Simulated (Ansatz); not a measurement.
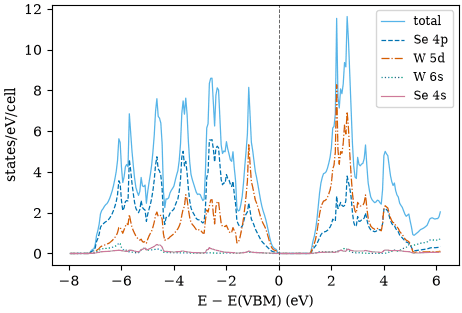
Total and projected density of states of WSe₂ in space group P6_3/mmc (No. 194; W on 2d, Se on 4f), r²SCAN+D4 in the plane-wave PAW code Ansatz

Q: Which orbitals carry the states next to the gap?

A: Top 1 eV of the valence band: W 5d 68 %, Se 4p 28 %. Bottom 1 eV of the conduction band: W 5d 67 %, Se 4p 27 %. Projections are on Löwdin-orthogonalised atomic valence shells; empty p or d shells of many metals are not among them.

Q: Where is the tallest occupied peak in this window, and what makes it?

A: Near -2.5 eV, about 8.6 states/eV per cell; the largest projected share is Se 4p.

The r²SCAN+D4 relaxation kept the symmetry of its start; of distortions, only those at the zone centre were tested. No spin polarisation was allowed. Scalar-relativistic: spin–orbit coupling is off unless named, which matters more the heavier the elements.

Potentials: the later of the program's two PAW sets.
